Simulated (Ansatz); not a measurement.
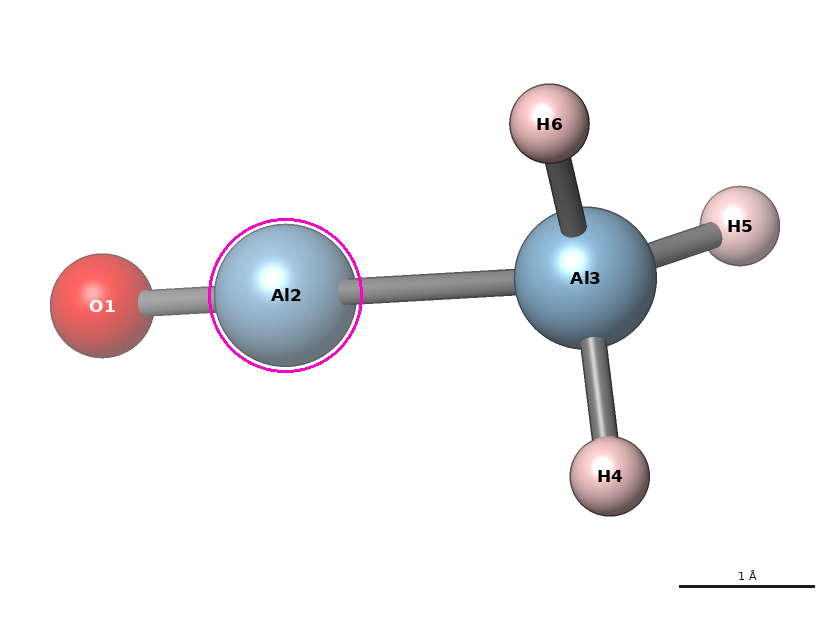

Orthographic view. Depth is shown by fading: the farther an atom, the more it takes the colour of the background. State: charge −1, singlet. Computed geometry: PBE0-D4/def2-TZVPD optimisation. No frequency run is at hand to confirm it as a minimum.

Question: Which atoms are bonded to the circled atom?

Answer: The circled atom is Al2; it is bonded to O1, Al3.

Question: Which atom is farthest from the viewer?

Answer: O1, 1.8 Å behind the mean position.

Question: Which atom is nearest the viewer?

Answer: H6, 1.6 Å in front of the mean position.

Question: Of Al3 and H5, which is nearer the viewer?

Answer: Al3; the bond to H5 points away from the viewer, so it looks shorter than its 1.62 Å.
